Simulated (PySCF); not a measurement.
**C5H9ClSi: density, localisation and related maps**

| atom | x (Å) | y (Å) | z (Å) |
| --- | --- | --- | --- |
| Cl | 3.2451 | -0.2465 | 0.2927 |
| C | 1.5946 | 0.1811 | 0.8497 |
| Si | 0.2597 | -0.2488 | -0.3795 |
| C | -0.7560 | -1.7228 | 0.2946 |
| C | -2.1075 | -1.2456 | 0.7252 |
| C | -2.3178 | 0.0573 | 0.5113 |
| C | -1.3493 | 0.8240 | -0.2921 |
| H | 1.3818 | -0.3657 | 1.7826 |
| H | 1.6231 | 1.2909 | 1.1062 |
| H | 0.8227 | -0.2676 | -1.8130 |
| H | -0.2078 | -2.1468 | 1.1021 |
| H | -0.7671 | -2.5273 | -0.3765 |
| H | -2.7493 | -1.9491 | 1.3210 |
| H | -3.1530 | 0.4378 | 0.9718 |
| H | -1.3311 | 1.8059 | 0.2898 |
| H | -1.8783 | 0.8930 | -1.3185 |

Geometry: GFN2-xTB, MD frame at 250 fs, 400 K.

All numbers below come from PySCF, PBE0/pcSseg-1, SCF density, gas phase, non-relativistic.

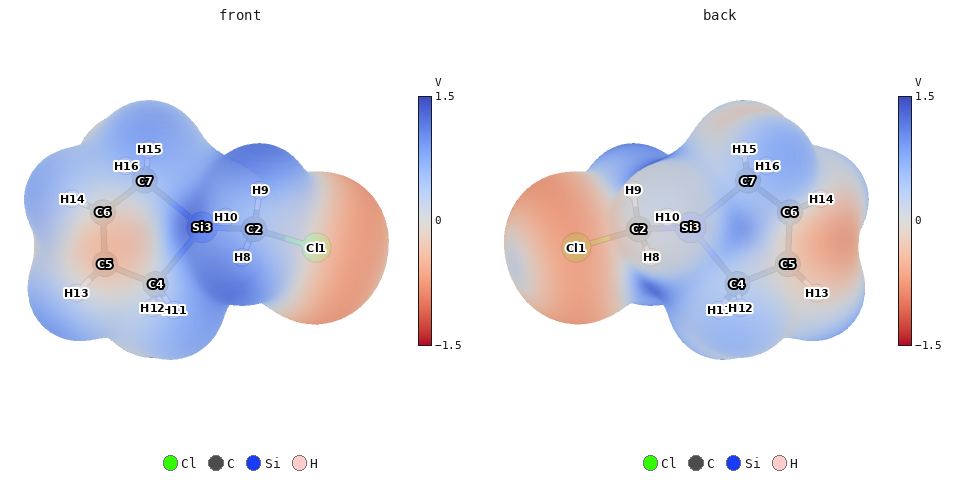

Figure 1. The electrostatic potential painted on the density surface at 0.002 e/bohr³, seen from the front and from behind; red is negative and blue positive.

**Which sites attract a positive test charge, and which a negative one?**

A positive charge is drawn to the negative regions and a negative charge to the positive ones. The most negative region (about −0.7 V) lies over Cl1, C5 and C6, the most positive (about +1.2 V) over C2, Si3, H8 and H9. Cl1 shows a σ-hole: about +0.2 V at the tip opposite its bond, against about −0.6 V on its flanks.

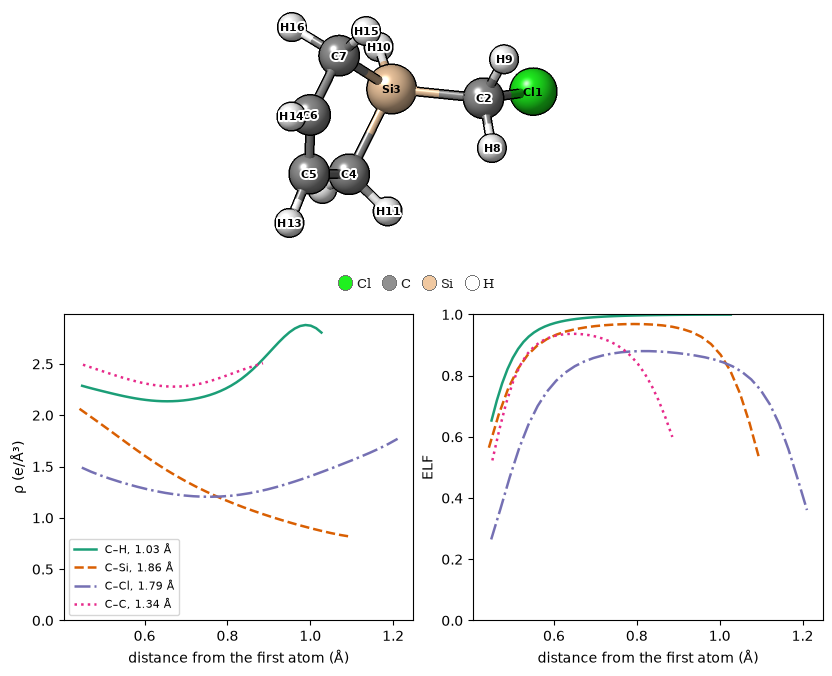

Figure 2. Total electron density and electron localisation function along straight lines between neighbouring atoms. The curves leave out the atomic cores. The structure is drawn too.

**What kind of bonding do the profiles show?**

C–H (1.03 Å): ρ at the midpoint is about 2.2 e/Å³; the ELF climbs to about 1 towards the hydrogen, as it does in any bond to H; a covalent bond by its length.
C–Si (1.86 Å): ρ is about 0.98 e/Å³ halfway; the ELF peaks at about 0.95 between the atoms; localised, covalent bonding.
C–Cl (1.79 Å): the density is about 1.3 e/Å³ at the midpoint; the ELF peaks at about 0.90 between the atoms, as expected for a covalent bond.
C–C (1.34 Å): ρ is about 2.3 e/Å³ halfway; the ELF peaks at about 0.95 between the atoms (a multiple bond).
